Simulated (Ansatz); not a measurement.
## C3H9ClSi: geometry relaxation (part 1 of 2)

The run: geometry relaxation of C3H9ClSi. Method and program: UKS PBE0-D4/6-31G (Ansatz 0.2.0).

It belongs to a series of runs on one base structure; here: end point A relaxed.

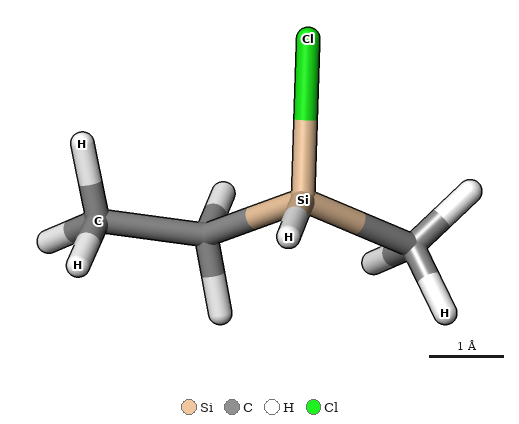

Figure 1. The starting structure (stick view, seen at a tilt).

The input:
```yaml
crystal:
  periodic: [false, false, false]
  atoms:
    - { symbol: Si, position_ang: [0.134132, 0.43763, 0.969572] }
    - { symbol: C, position_ang: [-0.228431, -0.465778, -0.638119] }
    - { symbol: C, position_ang: [-1.272836, -1.583791, -0.619174] }
    - { symbol: C, position_ang: [1.555815, 1.501843, 0.332379] }
    - { symbol: H, position_ang: [1.452164, 1.245077, -0.718887] }
    - { symbol: H, position_ang: [0.377396, -0.423964, 2.174844] }
    - { symbol: Cl, position_ang: [-1.584107, 1.697587, 1.493522] }
    - { symbol: H, position_ang: [0.743863, -0.857154, -0.975342] }
    - { symbol: H, position_ang: [-0.513112, 0.314409, -1.358916] }
    - { symbol: H, position_ang: [-2.246062, -1.218992, -0.273179] }
    - { symbol: H, position_ang: [-0.971044, -2.402959, 0.044223] }
    - { symbol: H, position_ang: [-1.417318, -2.008916, -1.618881] }
    - { symbol: H, position_ang: [2.538338, 1.189898, 0.698564] }
    - { symbol: H, position_ang: [1.431203, 2.575108, 0.489296] }
magnetization:
  spin_polarized: true
basis:
  gaussian: { orbitals: "6-31G" }
hamiltonian:
  xc: pbe0
  dispersion: d4
relax:
  f_tol: 0.03
  max_steps: 50
output:
  orbitals: {}
```

Machine: 2 threads of Intel Xeon (Granite Rapids), 16 GiB of memory available, shared host.

Command:
```bash
ansatz run input.yaml --threads 2 --pin off --max-ram 3072MiB --backend cpu --events-out ev --progress --plain --runs-dir out
```

Output:
```
The last accepted step is kept in [file] (removed where the run ends without a failure and the disk answers)
Engine: ansatz 0.2.0, x86_64-unknown-linux-gnu
Functional definition: PBE0
  parameter a = 0.25
  parameter kappa = 0.804
  parameter beta = 0.06672455060314922
  exchange = (1 - a)*pbe_x(kappa = kappa, mu = beta*pi^2/3) + a*exact_x
  correlation = pbe_c(beta = beta)
1015 factors; integrals over basis functions are off by at most 1.6e-4 eV
mean field evaluation 1: about -23638.4399 eV, gradient 3.8e1 eV
mean field evaluation 2: about -23636.8207 eV, gradient 4.0e1 eV
mean field evaluation 4: about -23645.3408 eV, gradient 1.1e0 eV
mean field evaluation 8: about -23645.3405 eV, gradient 1.5e-2 eV
mean field -23645.34050292 eV, -868.9502360947 hartree, gradient 3.2e-5 eV, S^2 0.000000; 0 other end points of the search recorded, 0 dependent functions left out
the calculation of the forces begins
reference -23645.34052542 eV, -868.9502369216 hartree; 29, 29 occupied and 42, 42 virtual orbitals, 1015 factors
relax step   1: F+E_penalty+E_count = -23645.60880855 eV  Δ(F+E_penalty+E_count) = +0.000e0 eV  max|allowed force component| = 7.359e-1 eV/Å  Δτ_max = 0.0000 Å  (25 SCF iters, accepted)
these checks for a lower state are left out or cut short: starts, cluster_reference, orbital_swaps, neighbouring_geometries, increment
1015 factors; integrals over basis functions are off by at most 1.6e-4 eV
mean field evaluation 16: about -23645.4988 eV, gradient 3.9e-2 eV
mean field -23645.49195911 eV, -868.9558020073 hartree, gradient 1.9e-5 eV, S^2 0.000000; 0 other end points of the search recorded, 0 dependent functions left out
[... from here on the field's lines of each further geometry are left out, up to the last ...]
relax step   2: F+E_penalty+E_count = -23645.75799094 eV  Δ(F+E_penalty+E_count) = -1.492e-1 eV  max|allowed force component| = 2.588e-1 eV/Å  Δτ_max = 0.1946 Å  (26 SCF iters, accepted)
relax step   3: F+E_penalty+E_count = -23645.83490370 eV  Δ(F+E_penalty+E_count) = -7.691e-2 eV  max|allowed force component| = 4.779e-1 eV/Å  Δτ_max = 0.1926 Å  (26 SCF iters, accepted)
relax step   4: F+E_penalty+E_count = -23645.87513240 eV  Δ(F+E_penalty+E_count) = -4.023e-2 eV  max|allowed force component| = 3.565e-1 eV/Å  Δτ_max = 0.2000 Å  (26 SCF iters, accepted)
relax step   5: F+E_penalty+E_count = -23645.90128513 eV  Δ(F+E_penalty+E_count) = -2.615e-2 eV  max|allowed force component| = 1.122e-1 eV/Å  Δτ_max = 0.1996 Å  (26 SCF iters, accepted)
relax step   6: F+E_penalty+E_count = -23645.91572472 eV  Δ(F+E_penalty+E_count) = -1.444e-2 eV  max|allowed force component| = 1.105e-1 eV/Å  Δτ_max = 0.1999 Å  (25 SCF iters, accepted)
relax step   7: F+E_penalty+E_count = -23645.89130128 eV  Δ(F+E_penalty+E_count) = +2.442e-2 eV  max|allowed force component| = 7.727e-1 eV/Å  Δτ_max = 0.1951 Å  (25 SCF iters, rejected (line search))
relax step   8: F+E_penalty+E_count = -23645.92227760 eV  Δ(F+E_penalty+E_count) = -6.553e-3 eV  max|allowed force component| = 5.066e-2 eV/Å  Δτ_max = 0.0974 Å  (26 SCF iters, accepted)
relax step   9: F+E_penalty+E_count = -23645.92536347 eV  Δ(F+E_penalty+E_count) = -3.086e-3 eV  max|allowed force component| = 4.476e-2 eV/Å  Δτ_max = 0.0887 Å  (26 SCF iters, accepted)
relax step  10: F+E_penalty+E_count = -23645.92507606 eV  Δ(F+E_penalty+E_count) = +2.874e-4 eV  max|allowed force component| = 1.746e-1 eV/Å  Δτ_max = 0.0844 Å  (26 SCF iters, rejected (line search))
relax step  11: F+E_penalty+E_count = -23645.92638828 eV  Δ(F+E_penalty+E_count) = -1.025e-3 eV  max|allowed force component| = 3.725e-2 eV/Å  Δτ_max = 0.0421 Å  (25 SCF iters, accepted)
relax step  12: F+E_penalty+E_count = -23645.92708065 eV  Δ(F+E_penalty+E_count) = -6.924e-4 eV  max|allowed force component| = 4.284e-2 eV/Å  Δτ_max = 0.0553 Å  (26 SCF iters, accepted)
the calculation of the forces begins
reference -23645.66089091 eV, -868.9620101364 hartree; 29, 29 occupied and 42, 42 virtual orbitals, 1015 factors
relax step  13: F+E_penalty+E_count = -23645.92730218 eV  Δ(F+E_penalty+E_count) = -2.215e-4 eV  max|allowed force component| = 1.774e-2 eV/Å  Δτ_max = 0.0133 Å  (22 SCF iters, accepted)
```

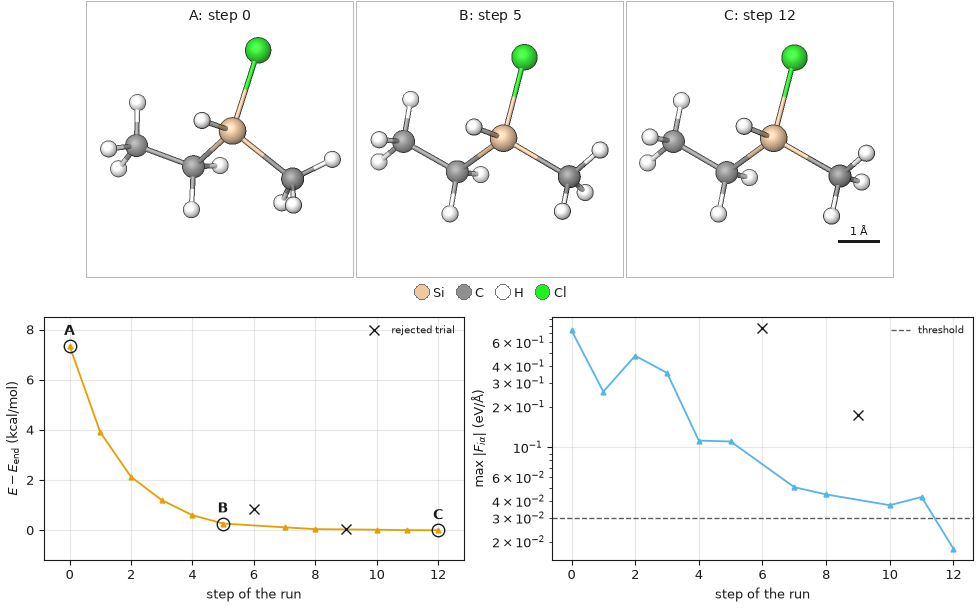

Figure 2. Frames of the relaxation (ball-and-stick view, seen at a tilt) above the curves, on which the letters mark them (the first geometry is step 0 here and step 1 in the log).

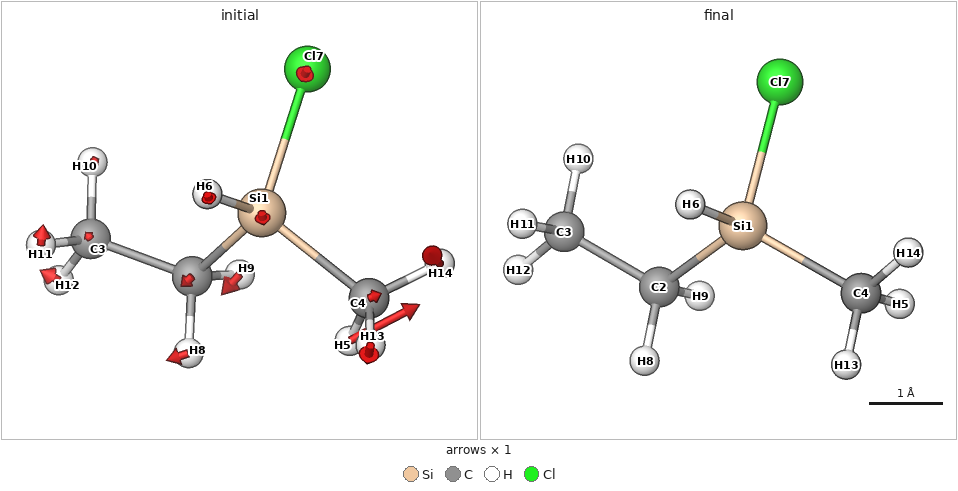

Figure 3. Before (left) and after (right) the relaxation, at one scale (ball-and-stick view, seen at a tilt). The red arrows give the displacements, at true length. Over 12 geometry steps the energy falls by 7.34 kcal/mol. The largest force component goes from 0.74 to 0.018 eV/Å. The line search rejected the trial steps at points 6, 9 (counted from 0) and went back. The atom that moves furthest after the best rigid fit is H5 (1.10 Å). Largest moves by element: H 1.10 Å, Cl 0.34 Å, Si 0.25 Å, C 0.23 Å. Among the contacts that change: Si1–C2 1.879 → 1.902 Å, Si1–C4 1.887 → 1.893 Å, Si1–Cl7 2.194 → 2.199 Å. Among the angles that change: C2–Si1–C4 97.3° → 113.9°, Si1–C4–H5 97.0° → 110.4°, C4–Si1–H6 118.2° → 112.1°. (Atoms are counted from 1 in the order of the input.)

```
1015 factors; integrals over basis functions are off by at most 1.6e-4 eV
mean field -23645.66086847 eV, -868.9620093116 hartree, gradient 1.2e-5 eV, S^2 0.000000; 1 other end points of the search recorded, 0 dependent functions left out
the calculation of the forces begins
reference -23645.66089091 eV, -868.9620101364 hartree; 29, 29 occupied and 42, 42 virtual orbitals, 1015 factors
Total energy: -23645.92732462 eV, -868.9718013947 hartree
Atom 0 at     0.187018     0.452435     0.723613 Å, force    -0.002767    -0.006551     0.009295 eV/Å
Atom 1 at    -0.206159    -0.654598    -0.771861 Å, force     0.003375     0.001005    -0.003132 eV/Å
Atom 2 at    -1.363384    -1.627221    -0.526127 Å, force    -0.006271    -0.000919     0.003322 eV/Å
Atom 3 at     1.608432     1.667001     0.424521 Å, force     0.006719     0.007967    -0.001086 eV/Å
Atom 4 at     1.401134     2.289751    -0.451374 Å, force     0.006106    -0.009610     0.014549 eV/Å
Atom 5 at     0.396540    -0.367617     1.966160 Å, force     0.007235    -0.001406    -0.002250 eV/Å
Atom 6 at    -1.616929     1.640870     1.135608 Å, force     0.001737     0.001797    -0.006019 eV/Å
Atom 7 at     0.715562    -1.201135    -1.020351 Å, force    -0.001737     0.002081     0.002224 eV/Å
Atom 8 at    -0.423056    -0.003554    -1.628470 Å, force     0.001071     0.000206    -0.001879 eV/Å
Atom 9 at    -2.288268    -1.088050    -0.295562 Å, force     0.002338    -0.001782    -0.000763 eV/Å
Atom 10 at    -1.150364    -2.298194     0.313877 Å, force    -0.002374     0.001885    -0.001156 eV/Å
Atom 11 at    -1.549208    -2.248308    -1.409226 Å, force     0.002531     0.002536     0.001210 eV/Å
Atom 12 at     2.540311     1.116030     0.250118 Å, force    -0.017739     0.014058     0.001757 eV/Å
Atom 13 at     1.748373     2.322588     1.288977 Å, force    -0.000223    -0.011267    -0.016071 eV/Å
Dipole moment:     0.604027    -0.349025    -0.299976 e Å
```

Trajectory as extended XYZ (Å, eV, eV/Å), 8 of the 13 frames kept, from step=1 to step=13:
```
14
Properties=species:S:1:pos:R:3:forces:R:3 step=1 energy=-23645.60881
Si    0.1341    0.4376    0.9696    0.0614   0.1621   0.2431
C    -0.2284   -0.4658   -0.6381   -0.6232  -0.7359  -0.1881
C    -1.2728   -1.5838   -0.6192   -0.0065  -0.0208  -0.0189
C     1.5558    1.5018    0.3324    0.0549   0.1068   0.4139
H     1.4522    1.2451   -0.7189    0.5614   0.5215  -0.4199
H     0.3774   -0.4240    2.1748   -0.0110   0.0058  -0.0241
Cl   -1.5841    1.6976    1.4935    0.0014  -0.0515   0.0096
H     0.7439   -0.8572   -0.9753   -0.0164  -0.0143   0.0049
H    -0.5131    0.3144   -1.3589   -0.0043  -0.0149   0.0054
H    -2.2461   -1.2190   -0.2732    0.0106   0.0342  -0.0007
H    -0.9710   -2.4030    0.0442    0.0024   0.0292   0.0066
H    -1.4173   -2.0089   -1.6189   -0.0037  -0.0007  -0.0002
H     2.5383    1.1899    0.6986   -0.0423   0.0187  -0.0038
H     1.4312    2.5751    0.4893    0.0152  -0.0402  -0.0276
14
Properties=species:S:1:pos:R:3:forces:R:3 step=3 energy=-23645.83490
Si    0.1669    0.4373    0.8688    0.0865   0.0592  -0.0839
C    -0.2777   -0.5468   -0.6945    0.0779   0.0558  -0.0639
C    -1.3391   -1.6365   -0.5952   -0.0102   0.0036   0.0298
C     1.6078    1.5785    0.3740    0.0008   0.1118  -0.3735
H     1.6821    1.5500   -0.7334    0.0185   0.0926   0.4779
H     0.4297   -0.4090    2.0826    0.0139   0.0004  -0.0248
Cl   -1.5600    1.6752    1.4287   -0.0171  -0.0214  -0.0144
H     0.6818   -0.9609   -1.0449   -0.0523  -0.0408  -0.0119
H    -0.5623    0.2140   -1.4370   -0.0305  -0.0701  -0.0126
H    -2.2936   -1.2304   -0.2446   -0.0072  -0.0072   0.0016
H    -1.0344   -2.4293    0.0970   -0.0241   0.0025   0.0116
H    -1.5093   -2.0966   -1.5756   -0.0317  -0.0173   0.0425
H     2.5588    1.2352    0.7928   -0.0150  -0.0215   0.0165
H     1.4493    2.6194    0.6814   -0.0096  -0.1476   0.0051
```
